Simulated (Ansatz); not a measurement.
# BSiH4O2F: a line through the functionals

BSiH4O2F: 9 atoms, total charge 0, spin state singlet. SMILES: `OB(F)O[SiH3]`. Geometry: relaxed at PBE0-D4/def2-TZVP. This is one conformer, not always the lowest.

The electronic atomisation energy y, in eV, basis 6-31G(d); a is the functional's share of exact exchange. Programs: Ansatz 0.2.0.

```
functional  program     a  y (eV)
       PBE   Ansatz     0   38.05
    r2SCAN   Ansatz     0   37.74
     B3LYP   Ansatz   0.2       ?
   r2SCAN0   Ansatz  0.25   36.95
      PBE0   Ansatz  0.25   37.17
     BHLYP   Ansatz   0.5   36.15
```

**Question.** Fit y = c + s·a to the known rows and predict B3LYP.

**Answer.** 
1. Means of the 5 rows: a = 0.2000, y = 37.212.
2. Σ(Δa)² = 0.175, Σ(Δa·Δy) = -0.607, so the slope is -0.607/0.175 = -3.4686.
3. Intercept: 37.212 − (-3.4686) × 0.2000 = 37.906. The largest residual of the fit is 0.17.
4. B3LYP: 37.906 + (-3.4686) × 0.2 = 37.21 eV.

The run gave 37.33 eV, so the prediction is off by -0.12 eV, within the scatter of the fit. The rows mix families of semi-local functionals, which the line can't see.

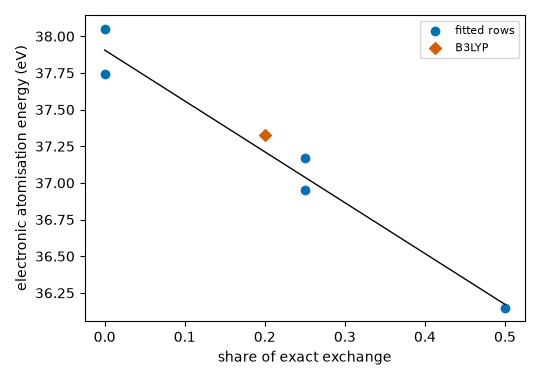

The fitted line, with the withheld row.
